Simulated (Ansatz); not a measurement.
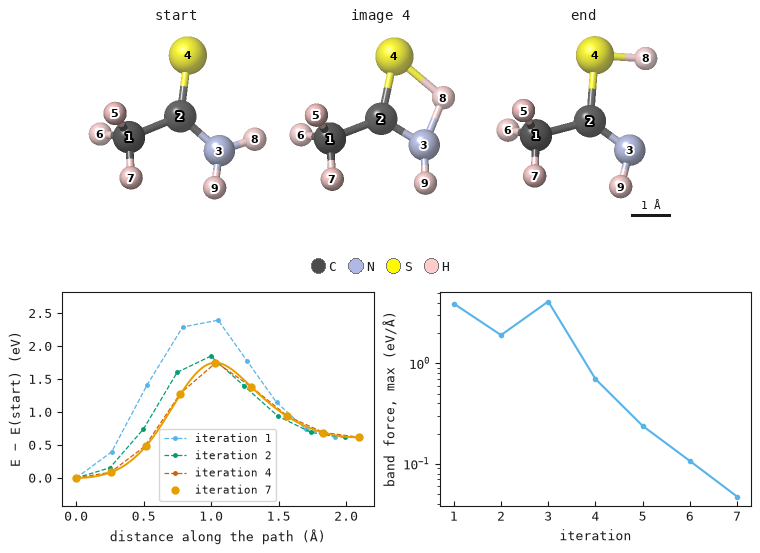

NEB run on C2H5NS. Images are numbered from 0 (start) to 8 (end). The plot follows the band through its iterations. Style: ball-and-stick. Shown from a free direction.

Theory: RKS PBE0/6-31G* in Ansatz 0.2.0. Set-up: 7 movable images; climbing image; force threshold 0.05 eV/Å; iteration limit 58; starting path through a guess of the saddle point.

> Did the band converge, and can the barrier be trusted?

The result is final at these settings. The band converged in 7 iterations. The largest component of the band force went from 3.9 to 0.047 eV/Å. The climbing image converged on the top of the path. Its vibrational analysis gives one imaginary mode (1708i cm⁻¹), as a transition state must have. The first iteration put the highest image at 2.39 eV. The highest point, image 4, lies 1.75 eV above the start and 1.13 eV above the end; the end is at +0.62 eV relative to the start.

The run took 3.5 min on 1 thread of Intel(R) Xeon(R) Processor @ 2.70GHz, on a shared host, peak memory 0.15 GiB.
